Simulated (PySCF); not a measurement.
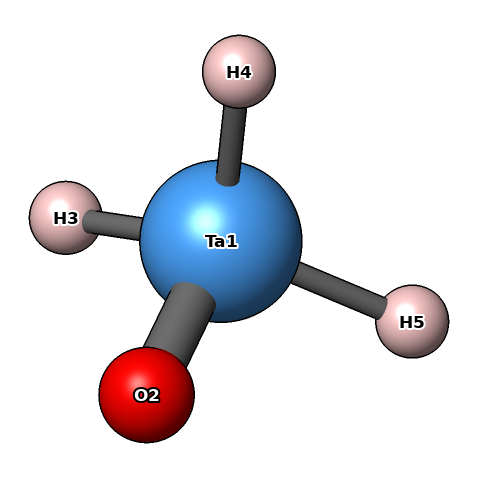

The thickness of each stick grows with its Mayer bond order. The species is neutral and a spin singlet. The geometry was computed by an optimisation with PBE0/def2-TZVP with core potentials. Level of theory: PBE0/def2-TZVP, core potentials on Ta (PySCF 2.14.0).

List the Mayer bond orders of Ta1–O2, Ta1–H3 (one bond of each equivalent set).

| bond | Mayer order | length (Å) |
| --- | --- | --- |
| Ta1–O2 | 2.31 | 1.692 |
| Ta1–H3 | 0.97 | 1.782 |

The search tried a few shapes and spins; others may lie lower.
